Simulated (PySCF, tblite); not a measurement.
# C3H7BO: geometry, infrared bands, NMR shifts and spin-spin couplings

Wanted: the infrared bands, NMR shifts and spin-spin couplings of C3H7BO (`B1CCOC1`), by calculation.

Programs: tblite 0.8.0 and PySCF 2.14.0, with density-fitted response routines of our own. Each step states its level of theory. These are calculated values for one molecule in the gas phase, unless marked as measured. Atoms count from 0, in the outputs and in this text.

## Step 1: Starting geometry

12 atoms, charge 0, multiplicity 1; geometry from: force field or distance geometry start.

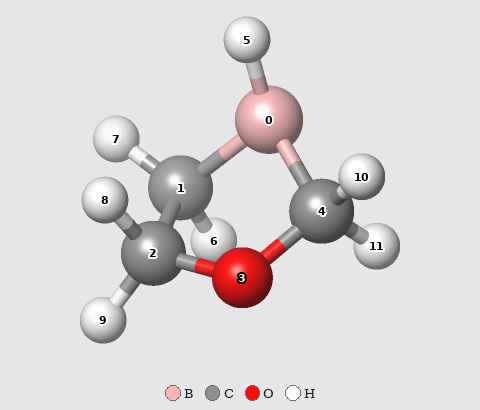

As it starts; boron pink, carbon grey, oxygen red, hydrogen white, atoms numbered.

## Step 2: Optimising the geometry with GFN2-xTB

What the job is given:

```
{"job": {"kind": "relax", "xc": "GFN2-xTB", "basis": "xTB"}, "charge": 0, "multiplicity": 1}
B      0.382300     1.143400     0.157800
C     -0.949500     0.452800    -0.431700
C     -0.673900    -0.926500     0.185400
O      0.648700    -1.201000     0.075500
C      1.389500    -0.064700    -0.097700
H      0.360200     1.688400     1.216800
H     -0.906100     0.337200    -1.523400
H     -1.851200     0.927300    -0.039100
H     -0.947000    -0.804800     1.263200
H     -1.364700    -1.685600    -0.246000
H      2.233100     0.044600     0.587000
H      1.679900     0.088300    -1.174000
```

The run is started by

```bash
> OMP_NUM_THREADS=1 python probes_run.py task.json out
```

The driver reads the jobs from task.json and runs them one after another.

**Question.** This job is followed by: GFN2-xTB harmonic vibrations, gas phase; GIAO PBE0/pcSseg-1 NMR shielding, non-relativistic, gas phase; B3LYP/pcJ-1 indirect spin-spin coupling, non-relativistic, gas phase. What will the session give for the following? strongest single infrared mode (GFN2-xTB); zero-point energy (GFN2-xTB); ¹³C shifts against TMS (PBE0/pcSseg-1); ¹H shifts against TMS (PBE0/pcSseg-1, means over atoms taken as alike); ¹¹B shifts against BF3·OEt2 (PBE0/pcSseg-1); ¹⁷O shifts against H2O (PBE0/pcSseg-1); largest coupling of the table (B3LYP/pcJ-1).

**Answer**, as computed:

```
                                                              quantity                       value
                             strongest single infrared mode (GFN2-xTB)       1116 cm⁻¹, 163 km/mol
                                          zero-point energy (GFN2-xTB)               60.4 kcal/mol
                                ¹³C shifts against TMS (PBE0/pcSseg-1)        79.1, 73.9, 34.6 ppm
¹H shifts against TMS (PBE0/pcSseg-1, means over atoms taken as alike)  8.50, 4.36, 4.24, 1.73 ppm
                           ¹¹B shifts against BF3·OEt2 (PBE0/pcSseg-1)                    93.7 ppm
                                ¹⁷O shifts against H2O (PBE0/pcSseg-1)                    42.5 ppm
                           largest coupling of the table (B3LYP/pcJ-1)     ¹J(C,H) C2–H8, 149.2 Hz
```

**Reading.** Over 59 steps the energy fell by 1.036 eV; of the close pairs, O3–C4 changed most, 1.367 to 1.430 Å. All 30 modes are real, so the xTB geometry is a minimum. The strongest single mode, at 1116 cm⁻¹, has its largest shares on B0, H5 and C4 (the list is cut at 3 atoms). GFN2-xTB is a fitted tight-binding method: band positions and strengths are rough. Its intensities can rank the bands wrongly. The most deshielded carbon is C4 (sp3 CH2 bonded to B and O), at 79.1 ppm: pulled downfield by the heteroatom. Of the pairs tabulated at B3LYP/pcJ-1, C2–H8 (mean over like pairs) couples most strongly (149.2 Hz; Fermi contact 148.2 Hz). Couplings across rotatable bonds belong to this one conformer; where others are populated, the observed values are averages.
